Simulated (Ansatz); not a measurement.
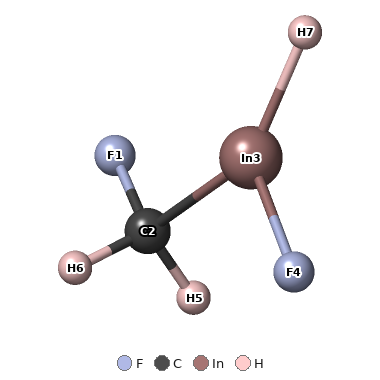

The system is CH3F2In, SMILES F[CH2][InH][F]; the picture shows the reference structure. Coordinates scanned: (1) umbrella angle at In3 (between each of its bonds and their common axis; 90 is planar); (2) change of the bonds In3–C2, In3–F4, In3–H7, all alike. Nothing is relaxed (all other coordinates rigid). The grid has 15 × 15 points. Points are written as (first, second). Energies are in kJ/mol, from the lowest grid point. Computed with Ansatz 0.2.0, RKS PBE0-D4/def2-SVP.

Its coordinates:

```csv
atom,x (Å),y (Å),z (Å)
F,0.6780,1.7494,0.8370
C,-0.2904,0.8108,0.5803
In,0.4712,-0.8205,-0.6440
F,-0.9833,-2.1190,-0.9634
H,-1.1388,1.2851,0.0577
H,-0.6700,0.3986,1.5309
H,1.9334,-1.3044,-1.3984
```

Range: umbrella angle at In3 (between each of its bonds and their common axis; 90 is planar) from 66.0 to 114.0°; change of the bonds In3–C2, In3–F4, In3–H7, all alike from −0.215 to 0.333 Å.

> Predict the map.

The lowest grid point is at (90.0°, 0.020 Å). It is the only kind of minimum in the scanned range. The highest grid point, (114.0°, −0.215 Å), lies 261 kJ/mol above the lowest. Round the minimum the two coordinates are nearly uncoupled.

```
second ↓, first →  66.0  69.4  72.9  76.3  79.7  83.1  86.6  90.0  93.4  96.9  100.3  103.7  107.1  110.6  114.0
            0.333   214   198   183   172   162   156   152   151   152   156    162    172    183    198    214
            0.293   190   172   157   145   135   128   124   123   124   128    135    145    157    172    190
            0.254   167   149   133   120   110   103    99    97    99   103    110    120    133    149    167
            0.215   146   127   111    97    87    79    75    73    75    79     87     97    111    127    146
            0.176   128   108    91    77    66    58    53    52    53    58     66     77     91    108    128
            0.137   112    92    74    59    48    40    35    33    35    40     48     59     74     92    112
            0.098   100    79    60    45    33    24    19    17    19    24     33     45     60     79    100
            0.059    93    70    50    35    22    13     8     6     8    13     22     35     50     70     93
            0.020    90    67    46    30    17     8     2     0     2     8     17     30     46     67     90
           −0.020    94    70    48    31    18     8     2     0     2     8     18     31     48     70     94
           −0.059   106    80    58    40    26    16    10     8    10    16     26     40     58     80    106
           −0.098   127   100    76    58    43    33    26    24    26    33     43     58     76    100    127
           −0.137   158   130   105    86    71    60    53    51    53    60     71     86    105    130    158
           −0.176   202   173   147   127   111    99    92    90    92    99    111    127    147    173    202
           −0.215   261   230   203   182   165   153   146   144   146   153    165    182    203    230    261
```

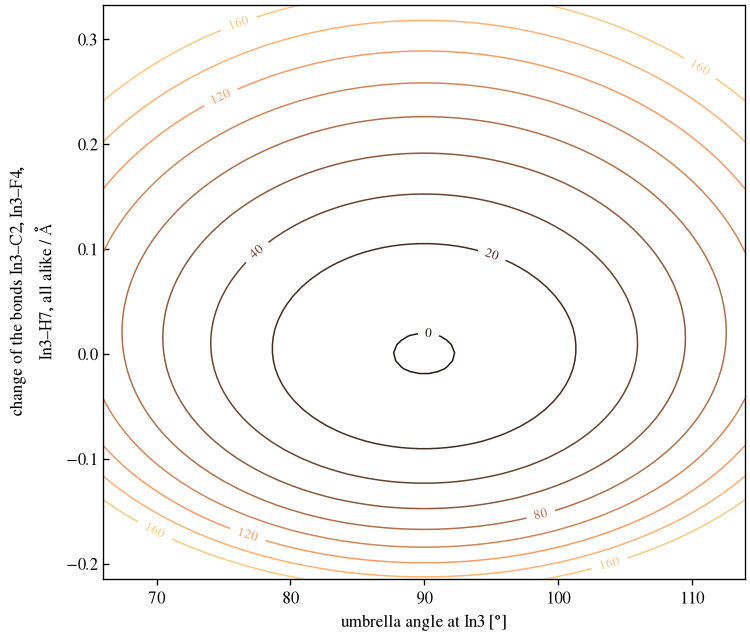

In the figure: contour lines labelled in kJ/mol (none above 160). Between grid points the surface is interpolated.

Each point was launched as `ansatz run input.yaml --threads 1 --pin off --max-ram 2560MiB --backend cpu --events-out ev --progress --plain --runs-dir out`. Time for the 225 points that were run: 13 min on 1 thread of Arm Neoverse V2 (shared host).
